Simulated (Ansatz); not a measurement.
**KSnCl3 (model cell, started as cubic perovskite with Sn in the octahedra): a soft mode frozen in**

Wanted: the energy along a soft mode of KSnCl3 (model cell, started as cubic perovskite with Sn in the octahedra) and the structure at the end.

Calculated with Ansatz 0.2.0; DFT PBEsol, scalar-relativistic, plane waves, PAW; PAW set soft_1.

The structure was built from a prototype and need not be the compound's stable phase.

**1. The starting structure**

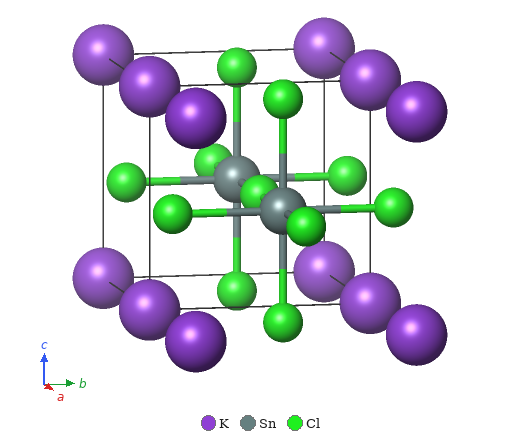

Start, viewed slightly off an axis; potassium purple, tin teal, chlorine green. 2×1×1 cells are drawn. Some periodic images of atoms are drawn too.

**2. The dispersion**

The cell comes from relaxations at this level that are not shown. Stability and thermal properties need the whole zone. Linear response on a 2×2×2 q mesh gives force constants as far as a supercell of that size would, and the tensors from the zone-centre run are typed in so that the long-range dipole term is interpolated apart.

input.yaml

```yaml
crystal:
  lattice:
    - [5.4819651111, 0.0, 0.0]
    - [0.0, 5.4819651111, 0.0]
    - [0.0, 0.0, 5.4819651111]
  atoms:
    - { symbol: K, position: [0.0, 0.0, 0.0] }
    - { symbol: Sn, position: [0.5, 0.5, 0.5] }
    - { symbol: Cl, position: [0.5, 0.5, 0.0] }
    - { symbol: Cl, position: [0.5, 0.0, 0.5] }
    - { symbol: Cl, position: [0.0, 0.5, 0.5] }
kpoints:
  mp_grid: { grid: [12, 12, 12] }
hamiltonian:
  xc: pbesol
  pseudopotentials: { kind: paw, azcp: { folder: soft_1 }, xc_functional: pbe }
scf:
  occupations: { method: fixed }
output:
  eigenvalues: true
phonons:
  method: dfpt
  qmesh: [2, 2, 2]
  temperatures: { t_max: 1000, t_step: 50 }
  qpath:
    path:
      - [[0.0, 0.0, 0.0], [0.0, 0.5, 0.0], [0.5, 0.5, 0.0], [0.0, 0.0, 0.0], [0.5, 0.5, 0.5], [0.0, 0.5, 0.0]]
      - [[0.5, 0.5, 0.5], [0.5, 0.5, 0.0]]
    npoints: 10
  non_analytic_term:
    high_frequency_dielectric_tensor: [[6.0559, 0.0, 0.0], [0.0, 6.0559, 0.0], [0.0, 0.0, 6.0559]]
    born_effective_charges:
      - { species: K, tensor: [[1.282, 0.0, 0.0], [0.0, 1.282, 0.0], [0.0, 0.0, 1.282]] }
      - { species: Sn, tensor: [[4.596, 0.0, 0.0], [0.0, 4.596, 0.0], [0.0, 0.0, 4.596]] }
      - { species: Cl, tensor: [[-0.5016, 0.0, 0.0], [0.0, -0.5016, 0.0], [0.0, 0.0, -4.8748]] }
      - { species: Cl, tensor: [[-0.5016, 0.0, 0.0], [0.0, -4.8748, 0.0], [0.0, 0.0, -0.5016]] }
      - { species: Cl, tensor: [[-4.8748, 0.0, 0.0], [0.0, -0.5016, 0.0], [0.0, 0.0, -0.5016]] }
    source: "zone-centre run at this cell"
```

Run with:

```console
$ ansatz run input.yaml --threads 4 --pin off --max-ram 16384MiB --backend cpu --events-out ev --progress --plain --runs-dir out
```

Numbers of over 12 decimals in the logs are rounded to 6 here.

The program printed:

```text
Engine: ansatz 0.2.0, aarch64-unknown-linux-gnu
Pseudopotentials: kind: paw
Pseudopotential: K, paw, valence charge 9, recommended cutoff 420 eV (normal), soft_1/K.paw.azcp
Pseudopotential: Sn, paw, valence charge 14, recommended cutoff 420 eV (normal), soft_1/Sn.paw.azcp
Pseudopotential: Cl, paw, valence charge 7, recommended cutoff 420 eV (normal), soft_1/Cl.paw.azcp
Functional definition: PBEsol
  exchange = pbesol_x
  correlation = pbesol_c
Crystal: 5 atoms, lattice volume = 164.744 Å³
Basis set: ecut = 420 eV, 3191 PW (Γ), exchange–correlation on 80×80×80 points (8 copies of the dense FFT grid, shifted against one another)
Bands: 27, of which v1, the nominal top of the filled ones, is band 22 counted from 1 (21 counted from 0)
Symmetry: 48 space group operations
k-points: 84 of 1728
Non-local potential: K, projectors of the file, l = 0: 3, l = 1: 2, l = 2: 2
Non-local potential: Sn, projectors of the file, l = 0: 2, l = 1: 2, l = 2: 2, l = 3: 1
Non-local potential: Cl, projectors of the file, l = 0: 2, l = 1: 2, l = 2: 1
PAW form: soft (Blöchl's): semilocal exchange-correlation on the pseudo side does not see the compensation charge
PAW frozen core: K, regenerated for the run's functional, and the local potential with it (the file was generated under x = pbe(κ = 0.804, μ = 0.219515), c = pbe(β = 0.066725))
PAW frozen core: Sn, regenerated for the run's functional, and the local potential with it (the file was generated under x = pbe(κ = 0.804, μ = 0.219515), c = pbe(β = 0.066725))
PAW frozen core: Cl, regenerated for the run's functional, and the local potential with it (the file was generated under x = pbe(κ = 0.804, μ = 0.219515), c = pbe(β = 0.066725))
PAW one-centre angular grid: K, 110 points (default); XC on 64 Gauss nodes
PAW one-centre angular grid: Sn, 590 points (default); XC on 64 Gauss nodes
PAW one-centre angular grid: Cl, 110 points (default); XC on 64 Gauss nodes
Initial density: superposition of atomic densities (chi_scale 0.1, normalization cell, long waves kept (reshape's long-wave potential 0.01 eV rms))
Initial wavefunctions: pseudopotential atomic-orbital guess
Functional: x = pbesol(κ = 0.804, μ = 0.123457), c = pbesol(β = 0.046)
SCF iter   1: F=—  HF=-10656.276594 eV  |F-HF|=—  |Δ(HF+E_count)|=         —  Δρ=3.42e-2  dr2=2.93e0  ethr=3.10e-3  ⟨swp⟩=5.1  Hψ=9087  notcnv=0  defer=195
preconditioner: auto → Resta (q_TF=auto, 2.189 Å⁻¹)  ε∞=4.7  [insulator: Δε(μ)=0.165 eV  Ē_g=6.768 eV  n_scr=26 (ndim 8)  ℏωp=12.9 eV  f_vac=0.031  ε∞_Penn≈4.7]
SCF iter   2: F=—  HF=-10655.253169 eV  |F-HF|=—  |Δ(HF+E_count)|=    1.02e0  Δρ=1.33e-2  dr2=6.10e-1  ethr=3.10e-3  ⟨swp⟩=3.2  Hψ=5403  notcnv=0  defer=210
SCF iter   3: F=—  HF=-10654.990881 eV  |F-HF|=—  |Δ(HF+E_count)|=   2.62e-1  Δρ=4.82e-3  dr2=8.77e-2  ethr=1.39e-3  ⟨swp⟩=2.9  Hψ=4806  notcnv=0  defer=238
SCF iter   4: F=—  HF=-10654.960244 eV  |F-HF|=—  |Δ(HF+E_count)|=   3.06e-2  Δρ=1.40e-3  dr2=6.89e-3  ethr=1.99e-4  ⟨swp⟩=3.0  Hψ=3948  notcnv=0  defer=245
SCF iter   5: F=—  HF=-10654.960297 eV  |F-HF|=—  |Δ(HF+E_count)|=   5.27e-5  Δρ=3.91e-4  dr2=3.70e-4  ethr=1.57e-5  ⟨swp⟩=3.0  Hψ=3747  notcnv=0  defer=248
SCF iter   6: F=—  HF=-10654.960674 eV  |F-HF|=—  |Δ(HF+E_count)|=   3.78e-4  Δρ=7.95e-5  dr2=1.12e-5  ethr=8.41e-7  ⟨swp⟩=2.9  Hψ=4280  notcnv=0  defer=247
SCF iter   7: F=—  HF=-10654.960692 eV  |F-HF|=—  |Δ(HF+E_count)|=   1.75e-5  Δρ=2.50e-5  dr2=1.39e-6  ethr=2.55e-8  ⟨swp⟩=2.0  Hψ=3984  notcnv=0  defer=243
SCF iter   8: F=—  HF=-10654.960696 eV  |F-HF|=—  |Δ(HF+E_count)|=   3.67e-6  Δρ=5.31e-6  dr2=5.37e-8  ethr=3.16e-9  ⟨swp⟩=2.0  Hψ=4037  notcnv=0  defer=222
SCF iter   9: F=—  HF=-10654.960696 eV  |F-HF|=—  |Δ(HF+E_count)|=   1.43e-7  Δρ=1.14e-6  dr2=3.89e-9  ethr=1.22e-10  ⟨swp⟩=2.0  Hψ=3442  notcnv=0  defer=223
SCF iter  10: F=—  HF=-10654.960696 eV  |F-HF|=—  |Δ(HF+E_count)|=   5.99e-9  Δρ=2.26e-7  dr2=1.93e-10  ethr=8.85e-12  ⟨swp⟩=2.0  Hψ=3515  notcnv=0  defer=223
SCF iter  11: F=-10654.960696 eV  HF=-10654.960696 eV  |F-HF|=1.09e-11  |Δ(HF+E_count)|=  2.18e-11  Δρ=5.29e-8  dr2=6.09e-12  ethr=1.00e-12  ⟨swp⟩=15.9  Hψ=18536  notcnv=0
SCF 1 converged in 11 iterations: F = -10654.960696 eV  dr2 = 6.09e-12
  greatest PAW one-centre occupation: 0.993 electrons in one spin orbital (limit 2), on the Sn atom at site 1 (counted from 0), in its partial waves of l = 2
NSCF: frozen V_eff on 84 k-points
NSCF: frozen V_eff on 343 k-points
DFPT response loops at q = (0, 0, 0) (fractional): preconditioner auto → Resta (q_TF=auto, 2.189 Å⁻¹)  ε∞=10.9 (no band partly filled); β = 1.00, the filter's whole step (`scf.mixing.beta` (0.50) is not read by the response loops at its default; to damp them type it under 1.00, their step now; it binds the ground state too); Broyden in place of MSR1
NSCF: frozen V_eff on 686 k-points
DFPT response loops at q = (0, 0, -0.5) (fractional): mixed as the last ones told, above
NSCF: frozen V_eff on 686 k-points
DFPT response loops at q = (0, -0.5, -0.5) (fractional): mixed as the last ones told, above
NSCF: frozen V_eff on 686 k-points
DFPT response loops at q = (-0.5, -0.5, -0.5) (fractional): mixed as the last ones told, above
SCF converged after 11 iterations
Free energy (F): -10654.960696 eV
Harris-Foulkes:  -10654.960696 eV  (|F-HF|=1.09e-11)
Internal energy: -10654.960696 eV  (E = F + TS)
E sigma→0 (E₀):  -10654.960696 eV
Fermi energy:    4.614290 eV
--- Per-component energies (eV) ---
  E_band       = -364.510813
  E_kinetic    = 876.862078
  E_local      = -3047.792382  (includes V_loc(G=0)·N_el)
  E_nonlocal   = 255.964505
  E_hartree    = 1250.776148
  E_xc         = -577.290954
  E_vxc        = -591.821911  (∫ρ·V_xc dr)
  E_paw        = -6980.489267  (= ΣΔE_a)
  E_vpaw       = -359.276086  (= ΣTr[D̂ρ^β])
  E_aug_tail   = 0.000637  (compensation charges beyond the density's cutoff)
  E_ewald      = -2433.619482
  E_core_change = 0.628021  (= ΣΔE_core)
  E_smearing   = -0.000000  (= −TS)
  E_closure    = -0.000000  (closes the sum)
  Σ components = -10654.960696   (vs F -10654.960696, Δ=0.00e0)
--- Band table (eV; the first three rows and the last of 84) ---
  k-point 0: bands = [... 18 lower, 0.6645, 0.7120, 0.7120, 0.7120, 6.0192, 8.2477, 8.2477, 8.8212, ... 1 higher]
  k-point 1: bands = [... 18 lower, 0.6564, 0.7053, 0.7053, 0.7321, 6.0832, 8.2690, 8.3014, 8.8284, ... 1 higher]
  k-point 2: bands = [... 18 lower, 0.6345, 0.6946, 0.6946, 0.8259, 6.2684, 8.3053, 8.4539, 8.8182, ... 1 higher]
  k-point 83: bands = [... 18 lower, 1.1426, 1.1426, 1.1426, 4.6143, 5.1179, 5.1179, 5.1179, 7.4175, ... 1 higher]
--- Phonons (Γ-DFPT): 4 representative perturbations + reference (Σ response iterations 12) ---
  ASR residual: 4.825e-5 → 0.000e0 eV/Å²; symmetrization residual: 1.462e-5 eV/Å²
  ASR residual per site (eV/Å²): 4.83e-5 4.50e-5 3.75e-5 3.75e-5 3.75e-5
  Γ frequencies (cm⁻¹): -61.26 -61.26 -61.26 -0.79 -0.79 -0.79 0.00 0.00 0.00 61.76 61.76 61.76 93.38 93.38 93.38
--- Phonons (arbitrary-q DFPT): 4 irreducible q on the 2×2×2 mesh ---
  q = [0.0000, 0.0000, 0.0000] (star 1, of the zone-centre solve; hermiticity 1.59e-5, symmetrization 1.16e-11): -61.26 -61.26 -61.26 -0.79 -0.79 -0.79 -0.00 -0.00 0.00 61.76 61.76 61.76 93.38 93.38 93.38
  q = [0.0000, 0.0000, -0.5000] (star 3, 9 solved perturbations in 2646 linear systems a pass and spin channel, the states on 343 of 1728 k-point pairs; hermiticity 4.73e-6, symmetrization 4.17e-12): -53.25 -53.25 -20.57 -20.57 35.74 47.92 48.77 48.77 50.11 50.11 55.07 95.62 95.62 145.65 241.27
  q = [0.0000, -0.5000, -0.5000] (star 3, 9 solved perturbations in 2646 linear systems a pass and spin channel, the states on 343 of 1728 k-point pairs; hermiticity 1.15e-6, symmetrization 1.63e-13): -60.28 -54.58 -54.58 -41.27 37.66 37.66 38.95 56.12 56.12 93.06 98.22 142.23 142.23 217.71 246.39
  q = [-0.5000, -0.5000, -0.5000] (star 1, 4 solved perturbations in 931 linear systems a pass and spin channel, the states on 343 of 1728 k-point pairs; hermiticity 1.15e-6, symmetrization 1.86e-11): -60.22 -60.22 -60.22 -54.44 -54.44 -54.44 97.11 97.11 97.11 134.00 134.00 134.00 217.62 217.62 251.12
  sum rule: each row above includes the acoustic sum rule's correction from the zone centre's row sums; it moved no ω² by more than (0.58 cm⁻¹)²
  mesh force constants: q→R imaginary residual 6.82e-18; ASR residual 4.825e-5 → 0.000e0 eV/Å²; symmetrization residual 3.109e-15 eV/Å²
  interpolated dispersion: 63 rows × 15 modes
  density of states and harmonic sums: on the 12×12×12 q-mesh, interpolated from the force constants of a 2×2×2 supercell (with the dipole–dipole term of supplied tensors)
  largest difference from the sums on the solved wave vectors: F 3.76e-2 eV, S 4.68e-5 and C_V 3.94e-5 eV/K
  zero-point energy: 0.064947 eV/cell   skipped modes (ω ≤ 0): 420, of them read as no rigid motion or as one in doubt: 417 (4.980e0 modes/cell left out, lowest -61.26 cm⁻¹)   left out of the sums: 3.32e-1 of the cell's modes: C_V's classical limit lies that fraction below 3 k_B per atom; for a crystal, a wire or a layer, F and S can be off by more, and a phonons.interpolated_qmesh denser along its periods is the remedy for the sampling
```

Run time: 14 min. Hardware: 4 threads of Arm Neoverse V1, shared host; peak memory 3.4 GiB.

This step gave:

```
gap on the k-mesh                                       : 0.5036 eV
volume per atom                                         : 32.95 Å³
sum-rule residual before enforcement                    : 4.83e-5 eV/Å²
lowest frequency on the path                            : -61.26 cm⁻¹
point group                                             : m-3m
highest frequency on the path or at a solved wavevector : 251.1 cm⁻¹
highest optical mode at the zone centre (no LO-TO term) : 93.38 cm⁻¹
lowest optical zone-centre mode                         : -61.26 cm⁻¹
lowest mode on the q mesh (acoustic modes at Γ apart)   : -61.26 cm⁻¹
```

Frequencies (cm⁻¹) solved at each irreducible wavevector; negative means imaginary. Frequencies by wavevector, by row:

```
q in reciprocal lattice units  star  mode 1  mode 2  mode 3  mode 4  mode 13  mode 14  mode 15
                        0 0 0     1   -61.3   -61.3   -61.3    -0.8     93.4     93.4     93.4
                     0 0 -0.5     3   -53.2   -53.2   -20.6   -20.6     95.6    145.7    241.3
                  0 -0.5 -0.5     3   -60.3   -54.6   -54.6   -41.3    142.2    217.7    246.4
               -0.5 -0.5 -0.5     1   -60.2   -60.2   -60.2   -54.4    217.6    217.6    251.1
```

Interpolated from a 2×2×2 q mesh, with the LO-TO term (at Γ the limit along the path; where Γ stands inside the path, tables give the limit on arrival). Phonon branches along the path, in cm⁻¹:

```csv
point,branch 1,branch 2,branch 3,branch 4,branch 12,branch 13,branch 14,branch 15
Γ,-61,-61,-59,-1,68,93,93,229
X,-53,-53,-21,-21,96,96,146,241
M,-60,-55,-55,-41,142,142,218,246
Γ,-61,-61,-59,-1,68,93,93,229
R,-60,-60,-60,-54,134,218,218,251
X,-53,-53,-21,-21,96,96,146,241
jump to R,-60,-60,-60,-54,134,218,218,251
M,-60,-55,-55,-41,142,142,218,246
```

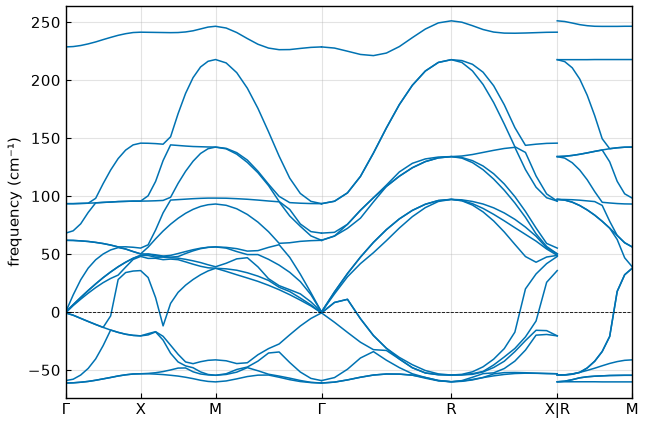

Phonon branches along the path.

Symmetry leaves 4 wavevectors to solve. The lowest mode among them, the acoustic zeros apart, lies at Γ and is imaginary, 61.3i cm⁻¹, so the energy falls along it.

**3. The mode frozen in, largest atomic shift 0 Å**

The mode followed lies at Γ with frequency 61.3i cm⁻¹ and is 3-fold degenerate, the softest among the wavevectors solved. At small amplitude the distorted cell has space group no. 38 by a symmetry search on the positions. The undistorted cell that holds it gives the zero of energy on the same k mesh.

input.yaml, the sections that differ from step 2:

```yaml
scf:
  occupations: { method: gaussian, width: 0.02 }
output:
  forces: true
  stress: true
  eigenvalues: true
# crystal, kpoints, hamiltonian: as in step 2
# phonons: removed
```

The program printed:

```text
[...]
Crystal: 5 atoms, lattice volume = 164.744 Å³
Basis set: ecut = 420 eV, 3191 PW (Γ), exchange–correlation on 80×80×80 points (8 copies of the dense FFT grid, shifted against one another)
Bands: 27, of which v1, the nominal top of the filled ones, is band 22 counted from 1 (21 counted from 0)
Symmetry: 48 space group operations
[...]
k-points: 84 of 1728
[...]
k-point 0: bands = [... 18 lower, 0.6646, 0.7121, 0.7121, 0.7121, 6.0193, 8.2477, 8.2477, 8.8214, ... 1 higher]
  k-point 1: bands = [... 18 lower, 0.6565, 0.7054, 0.7054, 0.7321, 6.0834, 8.2690, 8.3013, 8.8286, ... 1 higher]
  k-point 2: bands = [... 18 lower, 0.6346, 0.6946, 0.6946, 0.8259, 6.2686, 8.3053, 8.4538, 8.8183, ... 1 higher]
  k-point 83: bands = [... 18 lower, 1.1426, 1.1426, 1.1426, 4.6144, 5.1180, 5.1180, 5.1180, 7.4178, ... 1 higher]
[key lines of the parts left out:]
SCF converged after 8 iterations
Free energy (F): -10654.960696 eV
Fermi energy:    4.865782 eV
P = ⅓ Tr σ = 0.0001 GPa (0.001 kbar)
```

It took 7.5 s on 4 threads; peak memory 0.61 GiB; 29 s of CPU time.

Numbers from this step:

```yaml
pressure: 1.14e-4 GPa
energy_from_the_undistorted_cell: 0 meV/atom
```

At this level the gap is 0.50 eV on the k-mesh of the self-consistent run, which can miss the band edges.

**4. The mode frozen in, largest atomic shift 0.6 Å**

The atoms are moved along the unstable eigenvector, the largest shift by 0.6 Å, with the cell fixed.

input.yaml, the sections that differ from step 3:

```yaml
crystal:
  lattice:
    - [5.4819651111, 0.0, 0.0]
    - [0.0, 5.4819651111, 0.0]
    - [0.0, 0.0, 5.4819651111]
  atoms:
    - { symbol: K, position: [0.0, 0.0773926977, 0.0773926977] }
    - { symbol: Sn, position: [0.5, 0.4956778564, 0.4956778564] }
    - { symbol: Cl, position: [0.5, 0.4620039694, 0.0051079639] }
    - { symbol: Cl, position: [0.5, 0.0051079639, 0.4620039694] }
    - { symbol: Cl, position: [0.0, 0.4620039694, 0.4620039694] }
# kpoints, hamiltonian, scf, output: as in step 3
```

The program printed:

```text
[...]
Crystal: 5 atoms, lattice volume = 164.744 Å³
Basis set: ecut = 420 eV, 3191 PW (Γ), exchange–correlation on 80×80×80 points (8 copies of the dense FFT grid, shifted against one another)
Bands: 27, of which v1, the nominal top of the filled ones, is band 22 counted from 1 (21 counted from 0)
Symmetry: 4 space group operations
[...]
P = ⅓ Tr σ = 0.5213 GPa (5.213 kbar)
--- Band table (eV; the first three rows and the last of 301) ---
  k-point 0: bands = [... 18 lower, 0.5740, 0.6573, 0.6933, 0.7387, 6.1865, 8.3363, 8.4590, 8.5330]
  k-point 1: bands = [... 18 lower, 0.5657, 0.6447, 0.6504, 0.7939, 6.2459, 8.3459, 8.3672, 8.6118]
  k-point 2: bands = [... 18 lower, 0.5489, 0.5994, 0.6368, 0.9015, 6.4168, 8.1524, 8.3705, 8.7186]
  k-point 300: bands = [... 18 lower, 0.9299, 1.0660, 1.1109, 3.8609, 5.0389, 5.0962, 5.6402, 7.5472]
[key lines of the parts left out:]
SCF converged after 9 iterations
Free energy (F): -10655.016721 eV
Fermi energy:    4.449909 eV
```

It took 43 s on 4 threads; peak memory 1.2 GiB; 2.8 min of CPU time.

This step gave:

* pressure: 0.5213 GPa
* gap on the k-mesh: 1.178 eV
* energy from the undistorted cell: -11.21 meV/atom

The energy, extrapolated to zero smearing, is -11.21 meV/atom against the undistorted cell.

The run ends at a pressure of 0.52 GPa, with forces up to 0.21 eV/Å.

**5. Energy along the mode, all amplitudes (two of the runs are shown above)**

An imaginary frequency means negative curvature, so the energy should fall and then rise again as anharmonic terms take over.

This step gave:

```yaml
depth_at_the_lowest_point_sampled: 11.21 meV/atom
largest_atomic_shift_at_that_point: 0.6 Å
```

Energy from the parent against largest atomic shift:

| largest atomic shift (Å) | energy from the parent (meV/atom) |
| --- | --- |
| 0.000 | 0 |
| 0.040 | -0.125 |
| 0.080 | -0.496 |
| 0.140 | -1.49 |
| 0.220 | -3.54 |
| 0.320 | -6.86 |
| 0.450 | -11.0 |
| 0.600 | -11.2 |

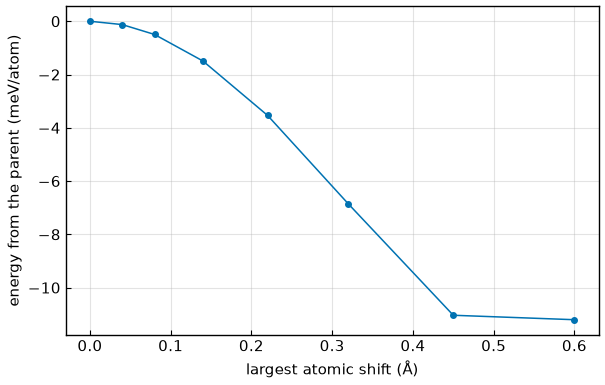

Energy from the parent, plotted against largest atomic shift.

Displacement at unit largest shift by atom:

```csv
atom,x (Å),y (Å),z (Å),size
K1,0.000,0.707,0.707,1.000
Sn2,0.000,-0.039,-0.039,0.055
Cl3,0.000,-0.347,0.047,0.350
Cl4,0.000,0.047,-0.347,0.350
Cl5,0.000,-0.347,-0.347,0.491
```

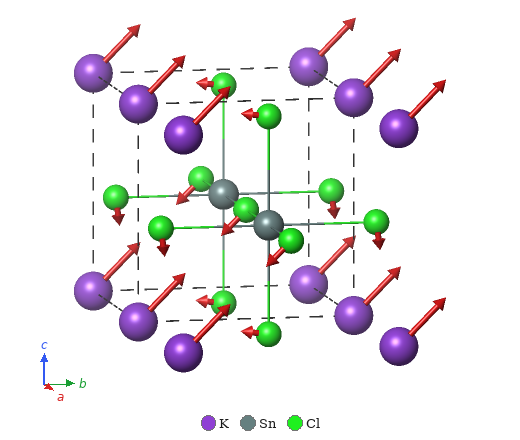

Displacement at unit largest shift as arrows, the longest 1.000 Å. 2×1×1 cells are drawn. Some periodic images of atoms are drawn too.

The lowest of the steps tried is the last one, at 0.6 Å, 11.2 meV/atom below the parent; the bottom of the well need not coincide with a step.

(Part 1 of 3 ends here.)

[Logs are printed without paths, hosts, clocks, repeated set-up lines and the standing remarks that a program may print on its own settings, such as how far it seeks lower states.]

[Hosts, paths, dates, database ids (printed as entryN), source tags and the programs' standing remarks are cut or masked in the printed files.]
